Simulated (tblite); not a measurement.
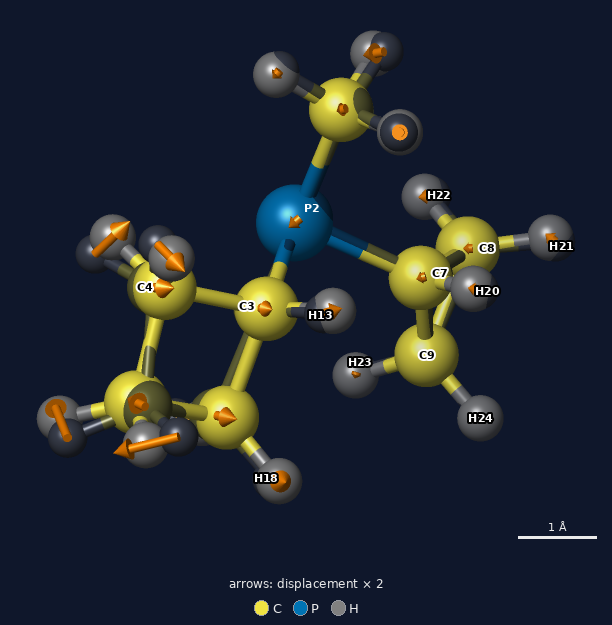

This is a relaxation of C8H15P. The starting structure is drawn faded, the final one solid; orange arrows show the displacements, magnified 2 times. The two geometries are superimposed by the best rigid fit.

The picture is a ball-and-stick view, seen from a free direction.

Level of theory: GFN2-xTB geometry optimisation, gas phase in tblite. 

### Describe the change and its energy.

Over 79 geometry steps the energy falls by 17.7 kJ/mol. An H atom moves most after the best rigid fit: 0.52 Å. By element the largest moves are H 0.52 Å, C 0.20 Å, P 0.10 Å. Among the contacts that change: C–C 1.564 → 1.540 Å, C–P 1.832 → 1.852 Å, C–C 1.511 → 1.492 Å, C–H 1.070 → 1.080 Å. Bond angles that change, for instance: P–C–C 118.7° → 115.4°, C–C–C 86.4° → 89.3°, C–C–C 87.1° → 89.7°.
